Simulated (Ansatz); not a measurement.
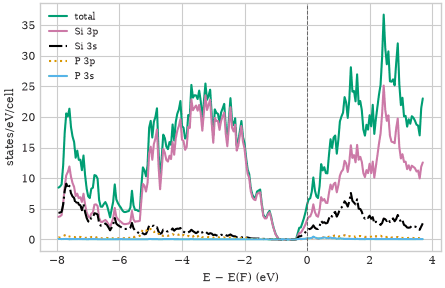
Figure. Total and projected density of states of PSi₃₁ in space group I-43m (No. 217; Pearson symbol cI64), DFT-PBE in the program Ansatz with PAW potentials

Which orbitals carry the states next to the Fermi level?

Within 0.5 eV of the Fermi level: Si 3p 56 %, Si 3s 25 %, outside the projected shells 14 %. Projections are on Löwdin-orthogonalised atomic valence shells; empty p or d shells of many metals are not among them.

Where is the tallest occupied peak in this window, and what makes it?

Near -3.2 eV, about 25 states/eV per cell; the largest projected share is Si 3p.

The start of the workflow was typed in or built on a structure type; neither database checked (COD, Materials Project) lists it. Its standing as an ambient phase is unchecked. The cell was relaxed with PBE under the symmetry of its start; its stability against distortions is not shown here.

Potentials: the later of the program's two PAW sets.
